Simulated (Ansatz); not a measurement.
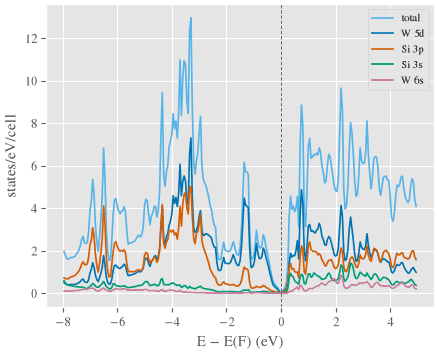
*Total and projected density of states of Si$_{2}$W in space group P6_222 (No. 180; Si on 6j, W on 3d), PBEsol (plane waves, PAW; program Ansatz)*

Task: Which orbitals carry the states next to the Fermi level?

Result: Within 0.5 eV of the Fermi level: W 5d 51 %, Si 3p 26 %, Si 3s 15 %, outside the projected shells 5 %. Projections are on Löwdin-orthogonalised atomic valence shells; empty p or d shells of many metals are not among them.

Task: Where is the tallest occupied peak in this window, and what makes it?

Result: Near -3.3 eV, about 13 states/eV per cell; the largest projected share is W 5d.

The first step of the workflow began from a Materials Project structure, measured or hypothetical; the Crystallography Open Database copy checked does not list it. It is not the phase usual at ambient conditions (space group No. 139). Symmetry was held in the PBEsol relaxation; its stability against distortions is not shown here. No spin polarisation was allowed. Spin–orbit coupling is left out wherever it is not named.

Potentials: the earlier of the program's two PAW sets. The files were generated under PBE; for other functionals the program regenerates the frozen cores, and for LDA and PBEsol the local potential too.
